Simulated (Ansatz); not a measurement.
Relaxed AlN (wurtzite):

```yaml
crystal:
  lattice:
    - [3.13030, 0.00000, 0.00000]
    - [-1.56515, 2.71092, 0.00000]
    - [0.00000, 0.00000, 5.01801]
  atoms:
    - { symbol: Al, position: [0.66667, 0.33333, 0.00337] }
    - { symbol: Al, position: [0.33333, 0.66667, 0.50337] }
    - { symbol: N, position: [0.66667, 0.33333, 0.62183] }
    - { symbol: N, position: [0.33333, 0.66667, 0.12183] }
```

In this cell atom 1 (Al, nearest neighbour N at 1.903 Å; its periodic images, 3.1 Å or more away, move with it) is moved by s towards the nearest neighbour, unit vector (-0.823, 0.475, 0.312); all other atoms and the cell stay fixed.

Method: PBE (plane waves to 420 eV, PAW, scalar-relativistic; Ansatz, an electronic-structure program). k mesh 10×10×6 (Γ-centred), Fermi-Dirac smearing 0.05 eV. E stands for the smeared free energy. AlN was relaxed with its symmetry unable to fall. ΔE is measured from the undisplaced structure.

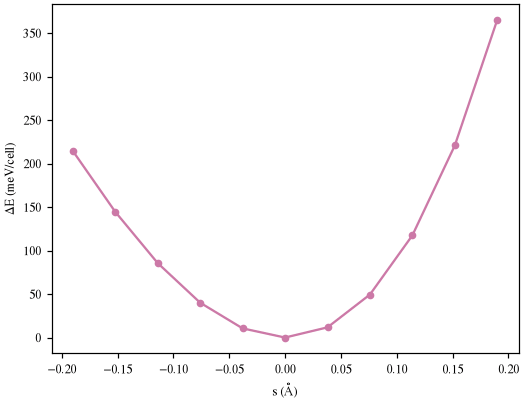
ΔE (meV/cell) against s (Å); markers are the computed points, lines only join them.

Task: Is the energy the same for displacements of ±0.190 Å, and if not, which side lies higher?

Result: Not even: the positive side lies higher at ±0.190 Å.

Task: What is the energy change at s = 0.190 Å?

Result: About 370 meV/cell.

(For displaced atoms, the force is minus the slope of the energy, and its curvature is a force constant, which sets phonon frequencies.)
